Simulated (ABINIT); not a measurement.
# CsCu2I3 (Cmcm): G0W0 with ABINIT, start to end, part 2 of 3

Wanted: ground state, empty states, screening and self-energy for CsCu2I3 (Cmcm).

ABINIT 10.8.3; LDA and many-body steps on it, plane waves. Known limits of the many-body steps: not at the basis limit; d shell near the gap, gap tends to lie low; no spin-orbit coupling; coarse k mesh.

So far. Step 2 (Ground state): The gap is direct, at Γ.

In doubt: a PseudoDojo file used here is known to give poor structures and forces, which bears on pressures, cells, forces and phonons.

**3. Bands along the symmetry lines**

Level of this step: DFT, LDA, plane waves, norm-conserving pseudopotentials (ABINIT).

The cheap functional maps the bands first; the places of the edges decide which points the dearer methods must see.

run.abi

```
acell 3*1.0 Angstrom
rprim 
  5.273950000000 -6.586250000000 0.000000000000
  5.273950000000 6.586250000000 0.000000000000
  0.000000000000 0.000000000000 6.097180000000
ntypat 3
znucl 55 29 53
natom 12
typat 1 1 2 2 2 2 3 3 3 3 3 3
xred 
  0.327800000000 0.672200000000 0.250000000000
  0.672200000000 0.327800000000 0.750000000000
  0.851000000000 0.851000000000 0.000000000000
  0.149000000000 0.149000000000 0.500000000000
  0.149000000000 0.149000000000 0.000000000000
  0.851000000000 0.851000000000 0.500000000000
  0.879600000000 0.120400000000 0.250000000000
  0.120400000000 0.879600000000 0.750000000000
  0.836000000000 0.598000000000 0.250000000000
  0.164000000000 0.402000000000 0.750000000000
  0.598000000000 0.836000000000 0.750000000000
  0.402000000000 0.164000000000 0.250000000000
pp_dirpath "pseudos"
pseudos "Cs.upf, Cu.upf, I.upf"
ecut 38
iscf -2
irdden 1
kptopt 0
nkpt 48
kpt 
  0.00000000 0.00000000 0.00000000
  -0.12500000 0.12500000 0.00000000
  -0.25000000 0.25000000 0.00000000
  -0.37500000 0.37500000 0.00000000
  -0.50000000 0.50000000 0.00000000
  -0.47757519 0.52242481 0.00000000
  -0.45515038 0.54484961 0.00000000
  -0.43272558 0.56727442 0.00000000
  -0.41030077 0.58969923 0.00000000
  0.41030077 0.41030077 0.00000000
  0.30772558 0.30772558 0.00000000
  0.20515038 0.20515038 0.00000000
  0.10257519 0.10257519 0.00000000
  0.00000000 0.00000000 0.00000000
  0.00000000 0.00000000 0.12500000
  0.00000000 0.00000000 0.25000000
  0.00000000 0.00000000 0.37500000
  0.00000000 0.00000000 0.50000000
  0.10257519 0.10257519 0.50000000
  0.20515038 0.20515038 0.50000000
  0.30772558 0.30772558 0.50000000
  0.41030077 0.41030077 0.50000000
  -0.41030077 0.58969923 0.50000000
  -0.43272558 0.56727442 0.50000000
  -0.45515038 0.54484961 0.50000000
  -0.47757519 0.52242481 0.50000000
  -0.50000000 0.50000000 0.50000000
  -0.50000000 0.50000000 0.37500000
  -0.50000000 0.50000000 0.25000000
  -0.50000000 0.50000000 0.12500000
  -0.50000000 0.50000000 0.00000000
  0.00000000 0.00000000 0.00000000
  0.00000000 0.12500000 0.00000000
  0.00000000 0.25000000 0.00000000
  0.00000000 0.37500000 0.00000000
  0.00000000 0.50000000 0.00000000
  0.00000000 0.50000000 0.12500000
  0.00000000 0.50000000 0.25000000
  0.00000000 0.50000000 0.37500000
  0.00000000 0.50000000 0.50000000
  0.00000000 0.37500000 0.50000000
  0.00000000 0.25000000 0.50000000
  0.00000000 0.12500000 0.50000000
  0.00000000 0.00000000 0.50000000
  -0.12500000 0.12500000 0.50000000
  -0.25000000 0.25000000 0.50000000
  -0.37500000 0.37500000 0.50000000
  -0.50000000 0.50000000 0.50000000
istwfk *1
nband 75
nbdbuf 2
tolwfr 1e-08
nstep 40
prtwf 0
prtvol 0
indata_prefix "in"
outdata_prefix "out"
tmpdata_prefix "tmp"
```

Started as:

```console
$ OMP_NUM_THREADS=1 mpirun -n 32 abinit run.abi > log
```

Numbers of over 12 decimals in the logs are rounded to 6 here.

Output:

```text
.Version 10.8.3 of ABINIT. v10.8.2 released Aug 2026.

 Symmetries : space group Cm c m (# 63); Bravais oC (1-face-center ortho.)
[... echo of the input left out ...]
== DATASET  1 ==================================================================
-   mpi_nproc: 32, omp_nthreads: 1 (-1 if OMP is not activated)
-    --> not optimal distribution: autoparal keyword recommended in input file <--

--- !DatasetInfo
iteration_state: {dtset: 1, }
dimensions: {natom: 12, nkpt: 48, mband: 75, nsppol: 1, nspinor: 1, nspden: 1, mpw: 32052, }
cutoff_energies: {ecut:  38.0, pawecutdg:  -1.0, }
electrons: {nelect:   1.36000000E+02, charge:   0.00000000E+00, occopt:   1.00000000E+00, tsmear:   1.00000000E-02, }

 Real(R)+Recip(G) space primitive vectors, cartesian coordinates (Bohr,Bohr^-1):
 R(1)=  9.9663211-12.4462087  0.0000000  G(1)=  0.0501690 -0.0401729  0.0000000
 R(2)=  9.9663211 12.4462087  0.0000000  G(2)=  0.0501690  0.0401729  0.0000000
 R(3)=  0.0000000  0.0000000 11.5220003  G(3)=  0.0000000  0.0000000  0.0867905
 Unit cell volume ucvol=  2.8584450E+03 bohr^3
 Angles (23,13,12)=  9.00000000E+01  9.00000000E+01  1.02627889E+02 degrees

 getcut: wavevector=  0.0000  0.0000  0.0000  ngfft=  90  90  64
         ecut(hartree)=     38.000   => boxcut(ratio)=   2.00168

--- Pseudopotential description ------------------------------------------------
- Cs Generated using ONCVPSP code by D. R. Hamann
- 55.00000   9.00000  201201                  znucl, zion, pspdat
12 -1012 3 -1 2328                            pspcod,pspxc,lmax,lloc,mmax
     nproj     2     2     2     2
  pspatm : epsatm=   21.68725381
         --- l  ekb(1:nproj) -->
             0    6.247599    0.778427
             1    6.343167    0.797067
             2    3.778962    0.917083
[...]
pspatm: atomic psp has been read  and splines computed

- Cu Generated using ONCVPSP code by D. R. Hamann
- 29.00000  19.00000  180309                  znucl, zion, pspdat
12 -1012 2 -1 1456                            pspcod,pspxc,lmax,lloc,mmax
     nproj     2     2     2     0
  pspatm : epsatm=   21.75811831
         --- l  ekb(1:nproj) -->
[...]
pspatm: atomic psp has been read  and splines computed

- I Generated using ONCVPSP code by D. R. Hamann
- 53.00000   7.00000  180309                  znucl, zion, pspdat
12 -1012 2 -1 1182                            pspcod,pspxc,lmax,lloc,mmax
     nproj     2     2     2     0
  pspatm : epsatm=   17.18700033
         --- l  ekb(1:nproj) -->
[...]
pspatm: atomic psp has been read  and splines computed

--------------------------------------------------------------------------------

================================================================================
 prteigrs : about to open file out_EIG
 Non-SCF case, kpt    1 (  0.00000  0.00000  0.00000), residuals and eigenvalues=
[...]
9.0207E-02  9.0207E-02  2.3500E-01  2.3500E-01  2.4253E-01  2.4253E-01
[...]
--- !ResultsGS
iteration_state: {dtset: 1, }
comment   : Summary of ground state results
lattice_vectors:
- [  9.9663211, -12.4462087,   0.0000000, ]
- [  9.9663211,  12.4462087,   0.0000000, ]
- [  0.0000000,   0.0000000,  11.5220003, ]
lattice_lengths: [  15.94477,   15.94477,   11.52200, ]
lattice_angles: [ 90.000,  90.000, 102.628, ] # degrees, (23, 13, 12)
lattice_volume:   2.8584450E+03
convergence: {deltae:  0.000E+00, res2:  0.000E+00, residm:  9.994E-09, diffor:  0.000E+00, }
etotal    :  -8.83046991E+02
entropy   :   0.00000000E+00
fermie    :   1.02277774E-01
cartesian_stress_tensor: null
pressure_GPa: null
xred      :
- [  3.2780E-01,   6.7220E-01,   2.5000E-01, Cs]
- [  6.7220E-01,   3.2780E-01,   7.5000E-01, Cs]
- [  8.5100E-01,   8.5100E-01,   0.0000E+00, Cu]
- [  1.4900E-01,   1.4900E-01,   5.0000E-01, Cu]
- [  1.4900E-01,   1.4900E-01,   0.0000E+00, Cu]
- [  8.5100E-01,   8.5100E-01,   5.0000E-01, Cu]
- [  8.7960E-01,   1.2040E-01,   2.5000E-01,  I]
- [  1.2040E-01,   8.7960E-01,   7.5000E-01,  I]
- [  8.3600E-01,   5.9800E-01,   2.5000E-01,  I]
- [  1.6400E-01,   4.0200E-01,   7.5000E-01,  I]
- [  5.9800E-01,   8.3600E-01,   7.5000E-01,  I]
- [  4.0200E-01,   1.6400E-01,   2.5000E-01,  I]
cartesian_forces: null
force_length_stats: {min: null, max: null, mean: null, }

 Integrated electronic density in atomic spheres:
 ------------------------------------------------
 Atom  Sphere_radius  Integrated_density
[...]
================================================================================

 ----iterations are completed or convergence reached----

 Mean square residual over all n,k,spin=   66.106E-10; max=  99.944E-10
 reduced coordinates (array xred) for   12 atoms
[...]
cartesian coordinates (angstrom) at end:
    1      5.273950     2.268305     1.524295
    2      5.273950    -2.268305     4.572885
    3      8.976263    -0.000000     0.000000
[...]
11      7.562844     1.567527     4.572885
   12      2.985056    -1.567527     1.524295
 length scales=  1.889726125908  1.889726125908  1.889726125908 bohr
              =  1.000000000000  1.000000000000  1.000000000000 angstroms
 prteigrs : about to open file out_EIG
 Eigenvalues (hartree) for nkpt=  48  k points:
 kpt#   1, nband= 75, wtk=  1.00000, kpt=  0.0000  0.0000  0.0000 (reduced coord)
[...]
kpt#   2, nband= 75, wtk=  1.00000, kpt= -0.1250  0.1250  0.0000 (reduced coord)
[...]
kpt#   3, nband= 75, wtk=  1.00000, kpt= -0.2500  0.2500  0.0000 (reduced coord)
[...]
kpt#  47, nband= 75, wtk=  1.00000, kpt= -0.3750  0.3750  0.5000 (reduced coord)
[...]
0.24777    0.24777    0.25600
 kpt#  48, nband= 75, wtk=  1.00000, kpt= -0.5000  0.5000  0.5000 (reduced coord)
[...]
0.06508    0.06508    0.06538    0.06538    0.07284    0.07284    0.07427    0.07427
   0.08539    0.08539    0.09021    0.09021    0.23500    0.23500    0.24253    0.24253
   0.24795    0.24795    0.25575

== END DATASET(S) ==============================================================
================================================================================

 -outvars: echo values of variables after computation  --------
            nband          75
             nkpt          48
          spgroup          63
 [... the other variables as echoed above ...]

 Calculation completed.
```

Elapsed: 11 min, on 32 MPI ranks of AMD EPYC 7R43, shared host; peak memory 5.9 GiB; 5.5 h of CPU time.

This step gave:

```
gap                        : 1.751 eV
k of the valence top       : 0, 0, 0
k of the conduction bottom : 0, 0, 0
least direct gap           : 1.751 eV
```

The gap is 1.751 eV, as in the run before at this level.

The electronic bands at the labelled points (eV, zero at the top of the highest filled band):

```
     point  band 65  band 66  band 67  band 68  band 69  band 70  band 71  band 72
         Γ    -0.67    -0.21    -0.19     0.00     1.75     2.88     2.96     2.97
         Y    -0.75    -0.73    -0.25    -0.21     3.01     3.22     3.40     3.49
        C0    -0.75    -0.65    -0.26    -0.23     3.02     3.24     3.37     3.59
jump to Σ0    -0.75    -0.65    -0.26    -0.23     3.02     3.24     3.37     3.59
         Γ    -0.67    -0.21    -0.19     0.00     1.75     2.88     2.96     2.97
         Z    -0.41    -0.41    -0.37    -0.37     2.54     2.54     2.80     2.80
        A0    -0.48    -0.48    -0.33    -0.33     3.57     3.57     3.65     3.65
jump to E0    -0.48    -0.48    -0.33    -0.33     3.57     3.57     3.65     3.65
         T    -0.46    -0.46    -0.33    -0.33     3.61     3.61     3.82     3.82
         Y    -0.75    -0.73    -0.25    -0.21     3.01     3.22     3.40     3.49
 jump to Γ    -0.67    -0.21    -0.19     0.00     1.75     2.88     2.96     2.97
         S    -0.67    -0.50    -0.26    -0.11     2.83     3.11     3.19     3.21
         R    -0.42    -0.42    -0.38    -0.38     2.97     2.97     3.43     3.43
         Z    -0.41    -0.41    -0.37    -0.37     2.54     2.54     2.80     2.80
         T    -0.46    -0.46    -0.33    -0.33     3.61     3.61     3.82     3.82
```

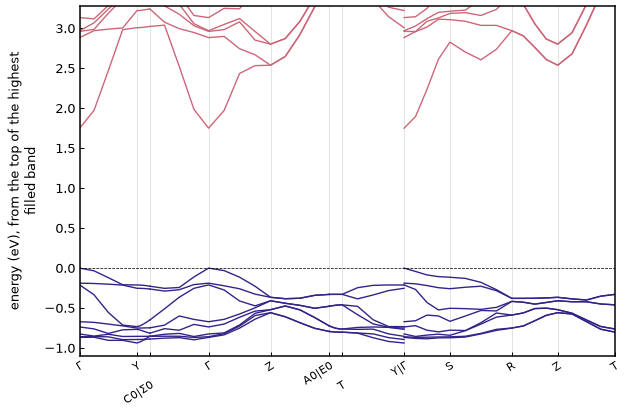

Electronic bands along the path; lines of filled and empty bands in two colours.

**4. Empty states on the mesh, 1×1×2 mesh, 382 bands**

The sums over transitions need many empty states on a uniform mesh; this step solves for them.

run.abi

```
acell 3*1.0 Angstrom
rprim 
  5.273950000000 -6.586250000000 0.000000000000
  5.273950000000 6.586250000000 0.000000000000
  0.000000000000 0.000000000000 6.097180000000
ntypat 3
znucl 55 29 53
natom 12
typat 1 1 2 2 2 2 3 3 3 3 3 3
xred 
  0.327800000000 0.672200000000 0.250000000000
  0.672200000000 0.327800000000 0.750000000000
  0.851000000000 0.851000000000 0.000000000000
  0.149000000000 0.149000000000 0.500000000000
  0.149000000000 0.149000000000 0.000000000000
  0.851000000000 0.851000000000 0.500000000000
  0.879600000000 0.120400000000 0.250000000000
  0.120400000000 0.879600000000 0.750000000000
  0.836000000000 0.598000000000 0.250000000000
  0.164000000000 0.402000000000 0.750000000000
  0.598000000000 0.836000000000 0.750000000000
  0.402000000000 0.164000000000 0.250000000000
pp_dirpath "pseudos"
pseudos "Cs.upf, Cu.upf, I.upf"
ecut 38
ngkpt 1 1 2
nshiftk 1
shiftk 0 0 0
kptopt 1
chksymbreak 0
iscf -2
irdden 1
istwfk *1
nband 382
nbdbuf 34
tolwfr 1e-09
nstep 60
prtvol 0
indata_prefix "in"
outdata_prefix "out"
tmpdata_prefix "tmp"
```

Output:

```text
.Version 10.8.3 of ABINIT. v10.8.2 released Aug 2026.

 Symmetries : space group Cm c m (# 63); Bravais oC (1-face-center ortho.)
[... echo of the input left out ...]
== DATASET  1 ==================================================================
-   mpi_nproc: 32, omp_nthreads: 1 (-1 if OMP is not activated)
-    --> not optimal distribution: autoparal keyword recommended in input file <--

--- !DatasetInfo
iteration_state: {dtset: 1, }
dimensions: {natom: 12, nkpt: 2, mband: 382, nsppol: 1, nspinor: 1, nspden: 1, mpw: 32052, }
cutoff_energies: {ecut:  38.0, pawecutdg:  -1.0, }
electrons: {nelect:   1.36000000E+02, charge:   0.00000000E+00, occopt:   1.00000000E+00, tsmear:   1.00000000E-02, }

 Real(R)+Recip(G) space primitive vectors, cartesian coordinates (Bohr,Bohr^-1):
 R(1)=  9.9663211-12.4462087  0.0000000  G(1)=  0.0501690 -0.0401729  0.0000000
 R(2)=  9.9663211 12.4462087  0.0000000  G(2)=  0.0501690  0.0401729  0.0000000
 R(3)=  0.0000000  0.0000000 11.5220003  G(3)=  0.0000000  0.0000000  0.0867905
 Unit cell volume ucvol=  2.8584450E+03 bohr^3
 Angles (23,13,12)=  9.00000000E+01  9.00000000E+01  1.02627889E+02 degrees

 getcut: wavevector=  0.0000  0.0000  0.0000  ngfft=  90  90  64
         ecut(hartree)=     38.000   => boxcut(ratio)=   2.00168

--- Pseudopotential description ------------------------------------------------
- Cs Generated using ONCVPSP code by D. R. Hamann
- 55.00000   9.00000  201201                  znucl, zion, pspdat
12 -1012 3 -1 2328                            pspcod,pspxc,lmax,lloc,mmax
     nproj     2     2     2     2
  pspatm : epsatm=   21.68725381
         --- l  ekb(1:nproj) -->
             0    6.247599    0.778427
             1    6.343167    0.797067
             2    3.778962    0.917083
[...]
pspatm: atomic psp has been read  and splines computed

- Cu Generated using ONCVPSP code by D. R. Hamann
- 29.00000  19.00000  180309                  znucl, zion, pspdat
12 -1012 2 -1 1456                            pspcod,pspxc,lmax,lloc,mmax
     nproj     2     2     2     0
  pspatm : epsatm=   21.75811831
         --- l  ekb(1:nproj) -->
[...]
pspatm: atomic psp has been read  and splines computed

- I Generated using ONCVPSP code by D. R. Hamann
- 53.00000   7.00000  180309                  znucl, zion, pspdat
12 -1012 2 -1 1182                            pspcod,pspxc,lmax,lloc,mmax
     nproj     2     2     2     0
  pspatm : epsatm=   17.18700033
         --- l  ekb(1:nproj) -->
[...]
pspatm: atomic psp has been read  and splines computed

--------------------------------------------------------------------------------

================================================================================
 prteigrs : about to open file out_EIG
 Non-SCF case, kpt    1 (  0.00000  0.00000  0.00000), residuals and eigenvalues=
[...]
-3.9555E+00 -3.9555E+00 -3.9555E+00 -3.9555E+00 -2.4069E+00 -2.4069E+00
 -2.4066E+00 -2.4066E+00 -2.4063E+00 -2.4063E+00 -2.4063E+00 -2.4063E+00
[...]
1.5915E+00  1.6017E+00  1.6031E+00  1.6081E+00  1.6114E+00  1.6177E+00
  1.6253E+00  1.6277E+00  1.6324E+00  1.6457E+00
 prteigrs : prtvol=0 or 1, do not print more k-points.

--- !ResultsGS
iteration_state: {dtset: 1, }
comment   : Summary of ground state results
lattice_vectors:
- [  9.9663211, -12.4462087,   0.0000000, ]
- [  9.9663211,  12.4462087,   0.0000000, ]
- [  0.0000000,   0.0000000,  11.5220003, ]
lattice_lengths: [  15.94477,   15.94477,   11.52200, ]
lattice_angles: [ 90.000,  90.000, 102.628, ] # degrees, (23, 13, 12)
lattice_volume:   2.8584450E+03
convergence: {deltae:  0.000E+00, res2:  0.000E+00, residm:  9.974E-10, diffor:  0.000E+00, }
etotal    :  -8.83046991E+02
entropy   :   0.00000000E+00
fermie    :   1.02277774E-01
cartesian_stress_tensor: null
pressure_GPa: null
xred      :
- [  3.2780E-01,   6.7220E-01,   2.5000E-01, Cs]
- [  6.7220E-01,   3.2780E-01,   7.5000E-01, Cs]
- [  8.5100E-01,   8.5100E-01,   0.0000E+00, Cu]
- [  1.4900E-01,   1.4900E-01,   5.0000E-01, Cu]
- [  1.4900E-01,   1.4900E-01,   0.0000E+00, Cu]
- [  8.5100E-01,   8.5100E-01,   5.0000E-01, Cu]
- [  8.7960E-01,   1.2040E-01,   2.5000E-01,  I]
- [  1.2040E-01,   8.7960E-01,   7.5000E-01,  I]
- [  8.3600E-01,   5.9800E-01,   2.5000E-01,  I]
- [  1.6400E-01,   4.0200E-01,   7.5000E-01,  I]
- [  5.9800E-01,   8.3600E-01,   7.5000E-01,  I]
- [  4.0200E-01,   1.6400E-01,   2.5000E-01,  I]
cartesian_forces: null
force_length_stats: {min: null, max: null, mean: null, }

 Integrated electronic density in atomic spheres:
 ------------------------------------------------
 Atom  Sphere_radius  Integrated_density
[...]
================================================================================

 ----iterations are completed or convergence reached----

 Mean square residual over all n,k,spin=   53.487E-11; max=  99.736E-11
 reduced coordinates (array xred) for   12 atoms
[...]
0.598000000000      0.836000000000      0.750000000000
       0.402000000000      0.164000000000      0.250000000000

 cartesian coordinates (angstrom) at end:
    1      5.273950     2.268305     1.524295
    2      5.273950    -2.268305     4.572885
[...]
11      7.562844     1.567527     4.572885
   12      2.985056    -1.567527     1.524295
 length scales=  1.889726125908  1.889726125908  1.889726125908 bohr
              =  1.000000000000  1.000000000000  1.000000000000 angstroms
 prteigrs : about to open file out_EIG
 Eigenvalues (hartree) for nkpt=   2  k points:
 kpt#   1, nband=382, wtk=  0.50000, kpt=  0.0000  0.0000  0.0000 (reduced coord)
[...]
1.55133    1.55403    1.55633    1.55914    1.55964    1.56328    1.56520    1.58050
   1.58191    1.58335    1.58725    1.59069    1.59153    1.60168    1.60312    1.60805
   1.61138    1.61772    1.62535    1.62770    1.63236    1.64571
 prteigrs : prtvol=0 or 1, do not print more k-points.

== END DATASET(S) ==============================================================
================================================================================

 -outvars: echo values of variables after computation  --------
            nband         382
             nkpt           2
          spgroup          63
 [... the other variables as echoed above ...]

 Calculation completed.
```

It took 22 min on 32 MPI ranks; peak memory 4 GiB.

This step gave:

* gap: 1.751 eV
* k of the valence top: 0, 0, 0
* k of the conduction bottom: 0, 0, 0
* least direct gap: 1.751 eV
* k points computed: 2
* lowest point of the top converged band, above the valence top: 37.89 eV

On this mesh the gap is 1.751 eV.

(Continued in part 3 of 3.)

[Paths, hosts, dates, memory and timing lines, banners, echoed tables and standing remarks are left out of the program output.]

[Logs are printed without paths, hosts, clocks, repeated set-up lines and the standing remarks that a program may print on its own settings, such as how far it seeks lower states.]

[Runs of the session that timed out or met a known fault of the program may be left out.]

[Hosts, paths, dates, database ids (printed as entryN), source tags and the programs' standing remarks are cut or masked in the printed files.]

[G0W0 gaps are taken among the corrected bands and points alone; a level outside them can change the order at an edge.]

[Where Ansatz stands beside ABINIT at settings called matched, ABINIT's density can come from a denser mesh and the files from another edition; pairs whose starting gaps differed by over 0.03 eV were left out, so agreement reads better than it is.]
